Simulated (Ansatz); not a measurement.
# One shape, several levels: doublet CH3BClFO+

Aim: a comparison of 6 runs (U-wB97X/def2-SVP, UB2PLYP/def2-SVP, UB3LYP/def2-SVP, UBHLYP/def2-SVP, UPBE/def2-SVP, RPA@PBE/def2-SVP) of doublet CH3BClFO+. 

The calculation is run with Ansatz 0.2.0.

136 further runs of the same task are left out: 136 set aside as unsound or not needed.

### Step 1. The molecule

CH3BClFO+: 8 atoms, total charge +1, spin state doublet. As SMILES of the parent species, `OC(F)BCl`. The coordinates come from a PBE0-D4/def2-TZVP relaxation. This is one conformer, not always the lowest. That shape belongs to the parent species and isn't relaxed for this state.

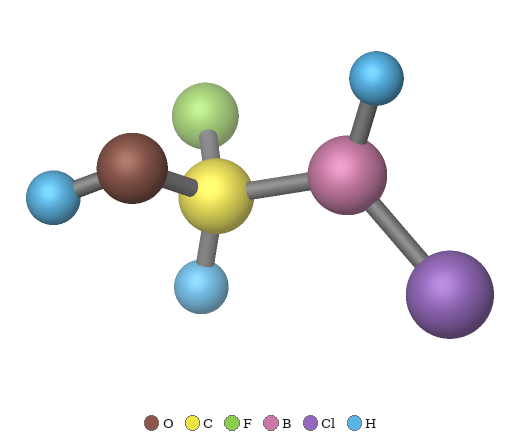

The structure, seen from a chosen angle (oxygen brown, carbon yellow, fluorine green, boron pink, chlorine purple, hydrogen blue).

### Step 2. A single-point energy at U-wB97X/def2-SVP (run 1)

Input file input.yaml:

```yaml
crystal:
  periodic: [false, false, false]
  atoms:
    - {symbol: O, position_ang: [-0.045500, 0.346900, 1.395700]}
    - {symbol: C, position_ang: [0.458900, 0.058800, 0.147300]}
    - {symbol: F, position_ang: [1.315100, -1.045400, 0.209200]}
    - {symbol: B, position_ang: [-0.767200, -0.356700, -0.774700]}
    - {symbol: Cl, position_ang: [-1.105700, 0.541100, -2.217200]}
    - {symbol: H, position_ang: [0.620500, 0.802400, 1.920200]}
    - {symbol: H, position_ang: [1.073200, 0.877500, -0.246600]}
    - {symbol: H, position_ang: [-1.457200, -1.281600, -0.489900]}
basis:
  gaussian:
    orbitals: def2-SVP
total_charge: 1
accuracy: high
magnetization:
  spin_polarized: true
  initial_magnetization: 1
output: {orbitals: {seedname: orbitals}}
hamiltonian:
  xc: {name: wB97X}
```

Command:

```sh
$ ansatz run input.yaml --threads 1 --pin off --max-ram 3480MiB --events-out events.jsonl --progress --plain --runs-dir runs
```

The program printed:

```text
Warning: RAYON_NUM_THREADS=1 ignored (pool sized by the plan → 1); use --threads N
Functional definition: wB97X
  name "wB97X"
  parameter omega = 0.3/bohr
  parameter cx = 0.157706
  parameter cx1 = 0.726479
  parameter cx2 = 1.04760
  parameter cx3 = -5.70635
  parameter cx4 = 13.2794
  parameter css1 = -4.33879
  parameter css2 = 18.2308
  parameter css3 = -31.7430
  parameter css4 = 17.2901
  parameter cos1 = 2.37031
  parameter cos2 = -11.3995
  parameter cos3 = 6.58405
  parameter cos4 = -3.78132
  exchange = spin_sum(e_x_unif_sr(omega)*poly(b97_u_x, 1 - cx, cx1, cx2, cx3, cx4)) + cx*exact_x_sr(omega)
      + exact_x_lr(omega)
  correlation = spin_sum(e_c_pw_same_spin*poly(b97_u_same, 1, css1, css2, css3, css4))
      + integral(e_c_pw_opposite_spin*poly(b97_u_opposite, 1, cos1, cos2, cos3, cos4))
2018 factors; integrals over basis functions are off by at most 3.7e-9 eV
338 factors; integrals over basis functions are off by at most 1.9e-9 eV
mean field evaluation 1: about -19020.6664 eV, gradient 4.3e1 eV
mean field evaluation 2: about -19012.0403 eV, gradient 6.3e1 eV
mean field evaluation 4: about -19027.2966 eV, gradient 4.1e0 eV
mean field evaluation 8: about -19027.5620 eV, gradient 8.0e-1 eV
mean field evaluation 16: about -19027.6406 eV, gradient 7.6e-2 eV
mean field evaluation 32: about -19027.6411 eV, gradient 2.8e-4 eV
mean field evaluation 64: about -19026.6631 eV, gradient 6.8e0 eV
mean field -19027.64113774 eV, -699.2529144137 hartree, gradient 6.2e-8 eV, S^2 0.755127; 4 other end points of the search recorded, 0 dependent functions left out
reference -19027.64113536 eV, -699.2529143261 hartree; 24, 23 occupied and 65, 66 virtual orbitals, 2018 factors
Total energy: -19027.64113536 eV, -699.2529143261 hartree
```

Run time: 90 s. Hardware: 1 thread of Arm Neoverse V2, shared host; peak memory 0.84 GiB.

### Step 3. The energy at UB2PLYP/def2-SVP (run 2)

Input file run.yaml:

```yaml
basis:
  gaussian: {orbitals: def2-SVP}
crystal:
  periodic: [false, false, false]
  atoms:
    - {symbol: O, position_ang: [-0.045500, 0.346900, 1.395700]}
    - {symbol: C, position_ang: [0.458900, 0.058800, 0.147300]}
    - {symbol: F, position_ang: [1.315100, -1.045400, 0.209200]}
    - {symbol: B, position_ang: [-0.767200, -0.356700, -0.774700]}
    - {symbol: Cl, position_ang: [-1.105700, 0.541100, -2.217200]}
    - {symbol: H, position_ang: [0.620500, 0.802400, 1.920200]}
    - {symbol: H, position_ang: [1.073200, 0.877500, -0.246600]}
    - {symbol: H, position_ang: [-1.457200, -1.281600, -0.489900]}
total_charge: 1
magnetization: {spin_polarized: true, initial_magnetization: 1}
hamiltonian: {xc: {name: B2PLYP}}
correlation: {frozen_orbitals: {B: 1, C: 1, Cl: 5, F: 1, H: 0, O: 1}}
accuracy: high
output: {orbitals: {seedname: orbitals}}
```

Command:

```sh
$ ansatz run run.yaml --threads 1 --pin off --max-ram 3480MiB --events-out events.jsonl --progress --plain --runs-dir runs
```

The program printed, cut to the lines that bear on the results:

```text
Warning: RAYON_NUM_THREADS=1 ignored (pool sized by the plan → 1); use --threads N
Functional definition: B2PLYP
  name "B2PLYP"
[...]
2018 factors; integrals over basis functions are off by at most 3.7e-9 eV
[...]
mean field -19013.02491907 eV, -698.7157782846 hartree, gradient 8.8e-8 eV, S^2 0.758714; 8 other end points of the search recorded, 0 dependent functions left out
9 core orbitals not correlated: weight in the atoms' cores, before any rotation towards them, 1.000 or more for the frozen orbitals, at most 0.000 for the correlated occupied ones
reference -19013.02494109 eV, -698.7157790938 hartree; 15, 14 occupied and 65, 66 virtual orbitals, 2018 factors
second order -24.24823086 eV of doubles, -0.00000000 eV of singles
Total energy: -19019.57196342 eV, -698.9563777268 hartree
```

Run time: 25 s. Hardware: 1 thread of Arm Neoverse V2, shared host; peak memory 0.53 GiB.

Runs 3 to 5 aren't shown in full; the table further down has their settings and results.

### Step 4. A single-point energy at RPA@PBE/def2-SVP (run 6)

Input file input.yaml:

```yaml
basis:
  gaussian:
    orbitals: def2-SVP
crystal:
  periodic: [false, false, false]
  atoms:
    - symbol: O
      position_ang: [-0.045500, 0.346900, 1.395700]
    - symbol: C
      position_ang: [0.458900, 0.058800, 0.147300]
    - symbol: F
      position_ang: [1.315100, -1.045400, 0.209200]
    - symbol: B
      position_ang: [-0.767200, -0.356700, -0.774700]
    - symbol: Cl
      position_ang: [-1.105700, 0.541100, -2.217200]
    - symbol: H
      position_ang: [0.620500, 0.802400, 1.920200]
    - symbol: H
      position_ang: [1.073200, 0.877500, -0.246600]
    - symbol: H
      position_ang: [-1.457200, -1.281600, -0.489900]
total_charge: 1
magnetization:
  spin_polarized: true
  initial_magnetization: 1
hamiltonian:
  xc: pbe
correlation:
  method: rpa
  frozen_orbitals: {B: 1, C: 1, Cl: 5, F: 1, H: 0, O: 1}
accuracy: high
```

Command:

```sh
$ ansatz run input.yaml --threads 1 --pin off --max-ram 3480MiB --events-out events.jsonl --progress --plain --runs-dir runs
```

The program printed, cut to the lines that bear on the results:

```text
Warning: RAYON_NUM_THREADS=1 ignored (pool sized by the plan → 1); use --threads N
Functional definition: PBE
  name "PBE"
[...]
2018 factors; integrals over basis functions are off by at most 3.7e-9 eV
[...]
mean field -19017.72641446 eV, -698.8885550534 hartree, gradient 9.4e-8 eV, S^2 0.751045; 6 other end points of the search recorded, 0 dependent functions left out
9 core orbitals not correlated: weight in the atoms' cores, before any rotation towards them, 1.000 or more for the frozen orbitals, at most 0.000 for the correlated occupied ones
reference -18974.84959328 eV, -697.3128609380 hartree; 15, 14 occupied and 65, 66 virtual orbitals, 2018 factors
Total energy: -19006.48619345 eV, -698.4754845504 hartree
```

Run time: 25 s. Hardware: 1 thread of Arm Neoverse V2, shared host; peak memory 0.49 GiB.

### Step 5. The series

```csv
run,level,frozen core orbitals,energy (Eh),HOMO energy (eV),LUMO energy (eV),⟨S²⟩,wall time
1,U-wB97X/def2-SVP,–,-699.252914,-17.65,-11.44,0.755,90 s
2,UB2PLYP/def2-SVP,9,-698.956378,-16.59,-12.30,0.759,25 s
3,UB3LYP/def2-SVP,–,-699.340550,-15.02,-13.30,0.753,20 s
4,UBHLYP/def2-SVP,–,-699.194211,-16.68,-12.63,0.758,20 s
5,UPBE/def2-SVP,–,-698.888555,-13.72,-13.48,0.751,12 s
6,RPA@PBE/def2-SVP,9,-698.475485,–,–,0.751,25 s
```

### Step 6. Summary of results

```
                                quantity          value
                     run 6: total energy  -698.47548 Eh
 run 6: RPA correlation energy (valence)    -1162.6 mEh
run 6: ⟨S²⟩ of the reference determinant          0.751
```

In words: Totals of different functionals can't be ranked against each other. All runs together took 3.2 min, the longest 90 s.
